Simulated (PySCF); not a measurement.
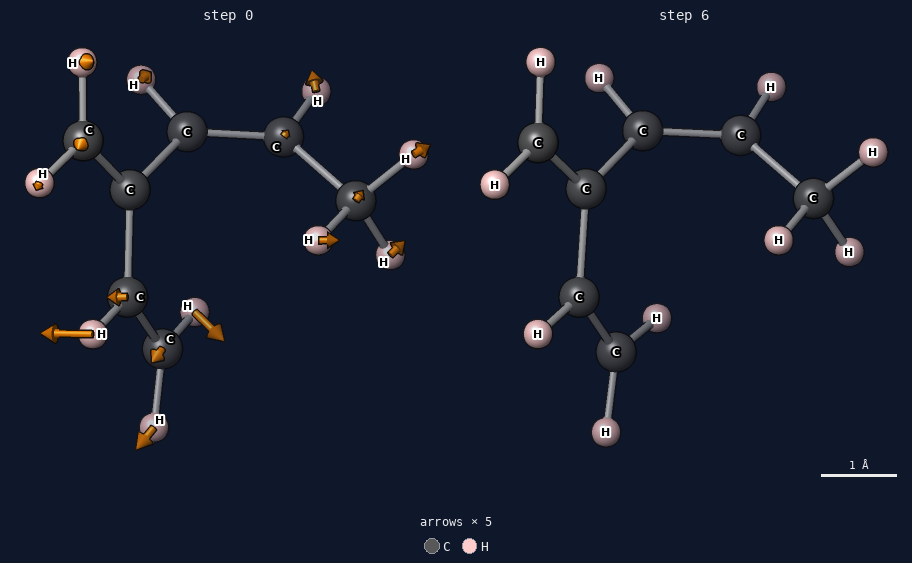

The structure of C7H10 before (left) and after (right) a relaxation, at one scale. The orange arrows give the displacements, magnified 5 times.

Style: ball-and-stick. Shown at a tilt.

The start comes from GFN2-xTB. Its atoms were then displaced at random by about 0.01 Å.

Level of theory: PySCF, PBE0-D3(BJ)/def2-SVP geometry optimisation, gas phase. 

**What changed between the two?**

The energy falls by 0.153 eV in 6 geometry steps. An H atom moves most after the best rigid fit: 0.16 Å. By element the largest moves are H 0.16 Å, C 0.06 Å. Near-neighbour distances that change, for instance: C–H 1.062 → 1.093 Å, C–H 1.121 → 1.094 Å, C–C 1.324 → 1.346 Å, C–C 1.451 → 1.468 Å. Among the angles between lasting bonds that change: C–C–H 125.2° → 121.5°, C–C–C 122.9° → 119.6°, C–C–H 120.9° → 118.0°. Cost: 92 s on 1 thread of Arm Neoverse N1, with other jobs on the host.
